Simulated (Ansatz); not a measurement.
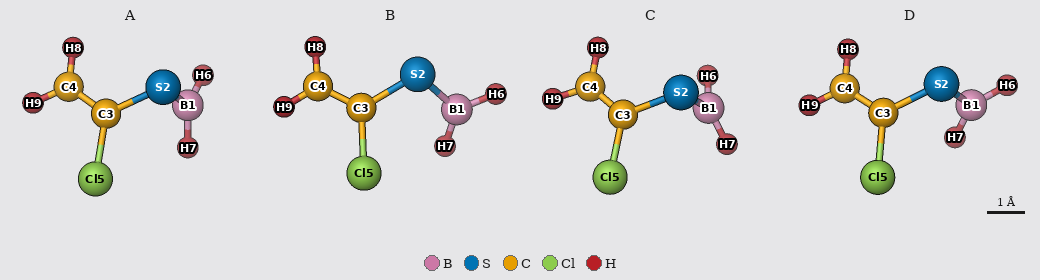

4 geometries from one relaxation of C2H4BClS, in shuffled order. Style: ball-and-stick. Shown at a tilt.

The run prepares the start of a later molecular dynamics calculation, from a guessed geometry.

Computed with Ansatz, RKS B3LYP-D4/STO-3G. (no spin polarisation; force threshold 0.02 eV/Å; at most 40 steps)

Order the frames from highest to lowest energy.

C, A, D, B. They are steps 0, 4, 8, 20, at +38.7 kcal/mol, +19.6 kcal/mol, +2.35 kcal/mol relative to the last. The largest move after the best rigid fit is that of H6, 1.59 Å. By element the largest moves are H 1.59 Å, S 0.87 Å, Cl 0.47 Å, C 0.36 Å, B 0.23 Å. Near-neighbour distances that change, for instance: B1–S2 1.872 → 1.748 Å, C3–C4 1.260 → 1.342 Å, B1–H6 1.245 → 1.168 Å, C4–H9 1.137 → 1.096 Å. Bond angles that change, for instance: B1–S2–C3 91.8° → 104.1°, H8–C4–H9 114.6° → 117.5°, C3–C4–H9 124.6° → 122.0°. Groups turn about B1–S2 by about 90°, S2–C3 by about 45°. After 20 geometry steps the energy has fallen by 38.7 kcal/mol. Largest force component: 6.4 eV/Å at the start, 0.012 eV/Å at the end. The run took 22 s on 1 thread of Intel(R) Xeon(R) 6975P-C (Granite Rapids) (shared host), peak memory 0.16 GiB.

Limits of the set-up: STO-3G is a minimal basis, so the numbers are rough.
